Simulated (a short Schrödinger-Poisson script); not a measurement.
Structure: MOS inversion layer, SiO2 on p-type GaN, at 300 K.

```csv
layer,material,thickness (nm),Na (cm⁻³)
1,SiO2,1.9,-
2,GaN,700,8.1e17
```

The device is made up for the run: typed textbook-type constants, with dimensions and the other settings drawn at random. SiO2: permittivity 3.9, conduction-band edge (eV) 3.2, gap (eV) 9, electron mass (mₑ) 0.5. GaN: permittivity 9.5, conduction-band edge (eV) 0, gap (eV) 3.43, Nv at 300 K (cm⁻³) 4.6e19.

Channel valleys (confinement mass, in-plane density-of-states mass, number): Γ 0.2, 0.2, 1. At the gate the conduction-band edge of layer 1 lies 3.43 eV − eVg above the Fermi level of the channel; the field vanishes at the back. Gaps are held at their typed values at every temperature. Mesh 0.03 nm at interfaces.

From a short Schrödinger-Poisson script (our own, NumPy): 1D Poisson equation in equilibrium, electrons quantum, Hartree plus LDA exchange-correlation (BenDaniel-Duke, 12 states a valley, the channel's in-plane mass for all, wave functions ending at the dielectric), parabolic valleys, classical holes, full ionisation, no traps, pinning or gate leakage.

Only gate voltages with over 1e8 electrons/cm² are shown.

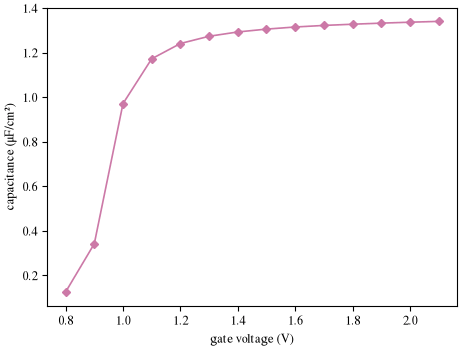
Figure: Quasi-static capacitance against gate voltage

| Vg (V) | electrons (cm⁻²) | C (μF/cm²) | Γ E0 (meV) | Γ E1 (meV) |
|---|---|---|---|---|
| 0.8 | 1.32e9 | 0.126 | 191.3 | 405.7 |
| 0.9 | 4.71e10 | 0.342 | 98.6 | 317.6 |
| 1 | 4.37e11 | 0.971 | 38.7 | 264.0 |
| 1.1 | 1.11e12 | 1.17 | 10.4 | 241.6 |
| 1.2 | 1.85e12 | 1.24 | -7.9 | 228.5 |
| 1.3 | 2.64e12 | 1.27 | -22.5 | 218.9 |
| 1.4 | 3.43e12 | 1.29 | -35.2 | 210.9 |
| 1.5 | 4.24e12 | 1.31 | -46.9 | 203.7 |
| 1.6 | 5.06e12 | 1.31 | -57.9 | 196.9 |
| 1.7 | 5.88e12 | 1.32 | -68.6 | 190.5 |
| 1.8 | 6.70e12 | 1.33 | -79.0 | 184.1 |
| 1.9 | 7.53e12 | 1.33 | -89.3 | 177.8 |
| 2 | 8.36e12 | 1.34 | -99.5 | 171.4 |
| 2.1 | 9.19e12 | 1.34 | -109.6 | 165.1 |

Subbands count from the Fermi level.

In real p-type GaN the Mg acceptor is only partly ionised, and so wide a gap doesn't supply an inversion layer without source and drain.
